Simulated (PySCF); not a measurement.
# Two runs on CH₉NOSi₂

System: CH₉NOSi₂.
Method of the first run: TDDFT HF/def2-SVPD, vertical, gas phase, core orbitals frozen in the response (PySCF 2.14.0).

The geometry comes from this level: PBE0-D3(BJ)/def2-SVP. Text and figures count atoms from 1; the logs count them from 0 in places.

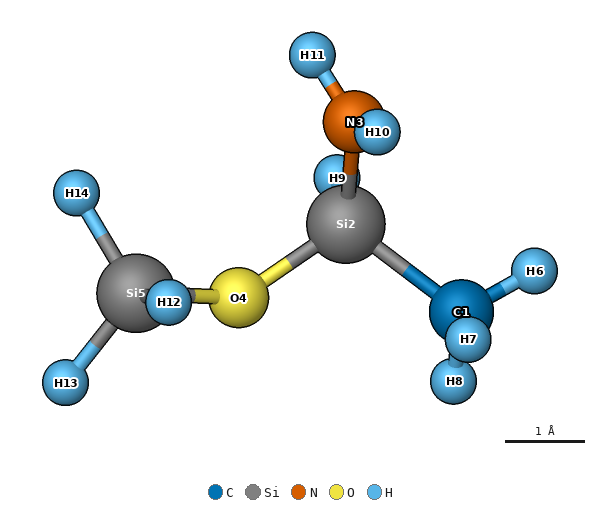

Figure 1. The structure as given in the input (ball-and-stick view, seen at a tilt; atoms are numbered from 1 in the order of the input).

## Input file, the first run
```
{"job": {"kind": "uv", "xc": "HF", "basis": "def2-SVPD", "ip": true}, "charge": 0, "multiplicity": 1}
C     -1.916108    -1.005650     0.203699
Si    -0.574131     0.007642     1.003191
N     -0.658121     1.634834     0.446521
O      0.888243    -0.726231     0.634703
Si     2.299365    -0.248225    -0.084807
H     -2.913624    -0.654367     0.507638
H     -1.846766    -0.941524    -0.894114
H     -1.816970    -2.065921     0.481340
H     -0.672565     0.045586     2.489334
H     -0.822427     1.867676    -0.525522
H     -0.213388     2.396594     0.943843
H      2.068478     0.173317    -1.502612
H      3.247165    -1.398478    -0.075467
H      2.923956     0.899836     0.644600
```

The first line tells a small driver script what to run in PySCF; the rest is the geometry in Å.

Launched with:
```bash
OMP_NUM_THREADS=1 python <driver script> task.json out
```

Hardware: 1 CPU thread, shared host.

## Output (the first run)
```
final grid: 105608 points
cycle   1  E = -750.0262445416  dE =  1.729e-01  |g| = 5.955e-01  |ddm| = 4.257e+00
cycle   2  E = -750.0946563253  dE = -6.841e-02  |g| = 3.528e-01  |ddm| = 1.350e+00
cycle   3  E = -750.1191234773  dE = -2.447e-02  |g| = 6.991e-02  |ddm| = 4.121e-01
cycle   4  E = -750.1206441280  dE = -1.521e-03  |g| = 1.109e-02  |ddm| = 2.205e-01
cycle   5  E = -750.1206862001  dE = -4.207e-05  |g| = 3.820e-03  |ddm| = 4.403e-02
cycle   6  E = -750.1206909009  dE = -4.701e-06  |g| = 8.309e-04  |ddm| = 1.017e-02
cycle   7  E = -750.1206912856  dE = -3.847e-07  |g| = 1.853e-04  |ddm| = 3.524e-03
cycle   8  E = -750.1206913098  dE = -2.425e-08  |g| = 4.298e-05  |ddm| = 8.642e-04
cycle   9  E = -750.1206913111  dE = -1.320e-09  |g| = 1.081e-05  |ddm| = 1.552e-04
cycle  10  E = -750.1206913112  dE = -9.277e-11  |g| = 3.110e-06  |ddm| = 4.149e-05
converged SCF energy = -750.1206913112

Static polarisability (au): isotropic 69.368, principal 65.247 68.359 74.497

Singlet excitations
state   eV       nm        f      main configurations
  1   7.8545    157.9   0.06078   H->L 0.50, H->L+2 0.18, H->L+3 0.10
  2   8.8878    139.5   0.00214   H-1->L+1 0.23, H-1->L+3 0.20, H-1->L 0.12
  3   9.1697    135.2   0.00375   H-2->L+1 0.29, H-2->L+3 0.26
  4   9.1882    134.9   0.00068   H->L+4 0.20, H->L+7 0.17, H->L+5 0.15
  5   9.6077    129.0   0.11298   H-1->L 0.58, H-3->L+1 0.20
  6   9.7977    126.5   0.26953   H-1->L+2 0.28, H-1->L+1 0.14, H-3->L 0.10
  7   9.8569    125.8   0.01634   H-2->L+5 0.26, H-1->L+2 0.13, H-3->L+6 0.13
  8   9.9067    125.2   0.11801   H-2->L 0.43, H-2->L+1 0.29
  9  10.0102    123.9   0.00509   H->L+2 0.18, H-1->L+2 0.08
 10  10.0388    123.5   0.00869   H-3->L 0.25, H-1->L+1 0.10, H->L+2 0.09

Triplet excitations (Tamm-Dancoff, eV): 7.2377 8.1640 8.3578 8.6454
Vertical ionisation energy (delta-SCF) = 8.7535 eV
```

For the second run the input was changed thus:
```diff
-"xc": "HF"
+"xc": "wB97X-D"
```

Predict how the results change.

The total energies belong to different methods, so their difference says nothing on which is more stable or more accurate. The HOMO goes from −11.32 to −9.63 eV. The LUMO goes from 2.39 to 1.87 eV. The lowest excitation goes from 7.85 to 6.94 eV. The strongest computed line goes from 9.80 to 8.69 eV. The method changes from HF to wB97X-D. The SCF takes 13 iterations against 10.

## Output (the second run)
```
coarse grid: 12064 points
cycle   1  E = -752.0178675367  dE =  1.872e-01  |g| = 7.813e-01  |ddm| = 4.403e+00
cycle   2  E = -751.9659265404  dE =  5.194e-02  |g| = 9.655e-01  |ddm| = 1.990e+00
cycle   3  E = -752.1403724383  dE = -1.744e-01  |g| = 8.249e-02  |ddm| = 9.707e-01
cycle   4  E = -752.1416087370  dE = -1.236e-03  |g| = 3.944e-02  |ddm| = 1.781e-01
cycle   5  E = -752.1419628881  dE = -3.542e-04  |g| = 6.925e-03  |ddm| = 8.817e-02
cycle   6  E = -752.1419749244  dE = -1.204e-05  |g| = 1.894e-03  |ddm| = 2.464e-02
cycle   7  E = -752.1419761430  dE = -1.219e-06  |g| = 4.877e-04  |ddm| = 1.080e-02
final grid: 105608 points
cycle   8  E = -752.2436920185  dE = -5.904e-05  |g| = 5.745e-03  |ddm| = 1.164e-01
cycle   9  E = -752.2436936148  dE = -1.596e-06  |g| = 5.396e-03  |ddm| = 1.980e-02
cycle  10  E = -752.2436996874  dE = -6.073e-06  |g| = 4.513e-04  |ddm| = 6.247e-03
cycle  11  E = -752.2436997412  dE = -5.383e-08  |g| = 2.388e-04  |ddm| = 1.708e-03
cycle  12  E = -752.2436997560  dE = -1.473e-08  |g| = 6.224e-05  |ddm| = 5.670e-04
cycle  13  E = -752.2436997569  dE = -9.613e-10  |g| = 2.565e-05  |ddm| = 1.600e-04
converged SCF energy = -752.2436997569

Static polarisability (au): isotropic 75.880, principal 70.135 74.206 83.297

Singlet excitations
state   eV       nm        f      main configurations
  1   6.9422    178.6   0.06865   H->L 0.75, H->L+3 0.15
  2   7.5385    164.5   0.00029   H-1->L 0.62, H-1->L+1 0.19
  3   7.8611    157.7   0.01087   H-2->L 0.30, H->L+1 0.27, H-2->L+1 0.16
  4   8.2571    150.2   0.02374   H->L+2 0.40, H-1->L+1 0.20, H-1->L 0.10
  5   8.2874    149.6   0.02814   H-1->L+1 0.35, H->L+2 0.24, H-1->L 0.17
  6   8.3592    148.3   0.04336   H->L+1 0.24, H-2->L 0.23, H-2->L+1 0.15
  7   8.4900    146.0   0.00257   H->L+4 0.35, H->L+2 0.14, H->L+8 0.09
  8   8.6880    142.7   0.11354   H-1->L+2 0.41, H->L+1 0.11, H->L+3 0.09
  9   8.7237    142.1   0.06117   H-1->L+2 0.26, H-1->L+3 0.17
 10   8.7403    141.9   0.05631   H-1->L+3 0.27, H-1->L+6 0.12, H-2->L+1 0.11

Triplet excitations (Tamm-Dancoff, eV): 6.6666 7.2768 7.5237 7.9218
Vertical ionisation energy (delta-SCF) = 10.0037 eV
```

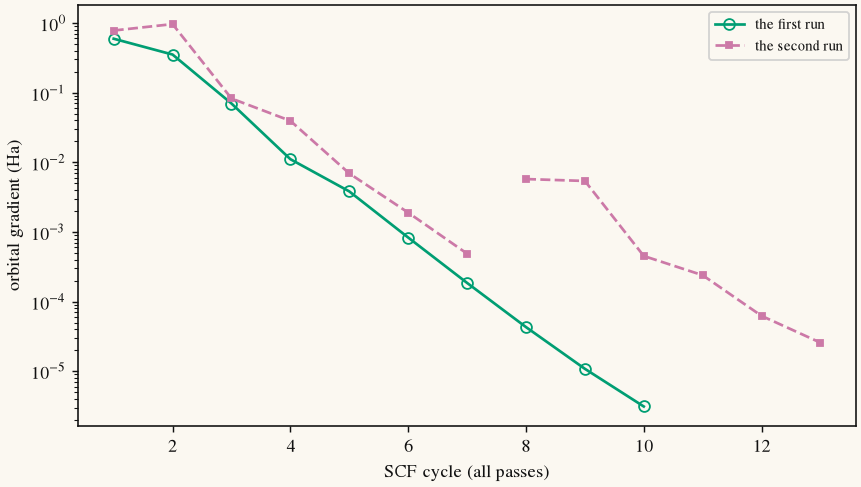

Figure 2. Convergence of the two runs: orbital gradient against the SCF cycle. A break in a curve parts two SCF passes (coarse and final grid). The first run takes 10 cycles in all, and the second run takes 13.

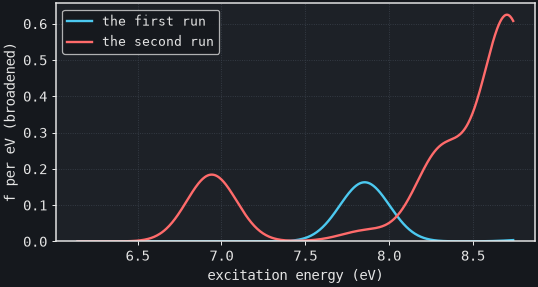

Figure 3. Absorption of the two runs from their computed states, each broadened by a Gaussian of 0.35 eV full width; the range ends where the shorter list of states ends.

## The two runs side by side

```csv
quantity,the first run,the second run
outcome,converged,converged
total energy (hartree),−750.120691,−752.243700
HOMO (eV),−11.32,−9.63
LUMO (eV),2.39,1.87
dipole moment (D),1.48,1.48
lowest excitation (eV),7.85,6.94
SCF iterations,10,13
strongest computed line (eV),9.80,8.69
basis functions,183,183
wall time (shared host),38 s,2 min
```
